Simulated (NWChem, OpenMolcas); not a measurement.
# How basis sets differ on KI (Potassium Iodide)

KI has 2 atoms, charge 0, and is taken as a singlet. As SMILES, `[K][I]`. Geometry: the measured bond length.

```xyz
2

K     0.0000    0.0000    0.0000
I     0.0000    0.0000    3.0478
```

Quantity: the dipole moment, in D. The values are calculated.

```json
{"level": "PBE0/def2-SVP (core potential)", "kind": "global hybrid", "program": "NWChem", "value (D)": "11.00", "CPU time": "5.1 s"}
{"level": "PBE0/def2-TZVP (core potential)", "kind": "global hybrid", "program": "NWChem", "value (D)": "10.95", "CPU time": "13 s"}
{"level": "PBE0/def2-TZVPPD (core potential)", "kind": "global hybrid", "program": "OpenMolcas", "value (D)": "10.95", "CPU time": "16 s"}
{"level": "PBE0/6-311G**", "kind": "global hybrid", "program": "OpenMolcas", "value (D)": "11.29", "CPU time": "17 s"}
{"level": "PBE0/def2-QZVP (core potential)", "kind": "global hybrid", "program": "NWChem", "value (D)": "10.85", "CPU time": "63 s"}
```

All-electron rows without a relativistic Hamiltonian named are non-relativistic, while core potentials hold scalar relativity, so basis and relativity change together. The values span 10.85 to 11.29 D. CPU times are rough (shared hosts, several kinds of processor): they show what a rung costs within a factor of a few.

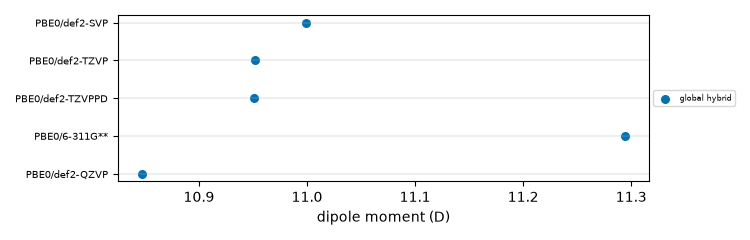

The values of the table, level by level.
